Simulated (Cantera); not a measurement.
Charge: 1 mol PbO, 0.051 mol H2, 0.16 mol N2, at 10.0 Torr.

Cantera equilibrium calculation (NASA polynomials, part measured and part estimated; ideal gas, pure solids and liquids). Candidate condensed phases: H2O, Pb, PbO, PbO2, Pb3O4; 27 gas species. Each liquid is taken as pure. Mutual solubility and eutectic melting of coexisting phases are not modelled. Gases not in the tables: (PbO)n polymers. The numbers say what is thermodynamically allowed, not how fast it happens.

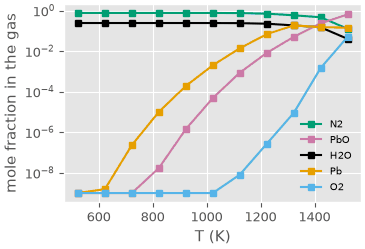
Fig. 1. Equilibrium gas composition (values under 1e-9 drawn at 1e-9)

At 523 K the condensed part is Pb(s) + PbO(red). From 623 K to 723 K the condensed part is Pb(l) + PbO(red). From 823 K to 1123 K the condensed part is Pb(l) + PbO(yellow). At 1223 K the condensed part is Pb(l) + PbO(l). From 1323 K to 1423 K the condensed part is PbO(l). At 1523 K nothing is condensed.
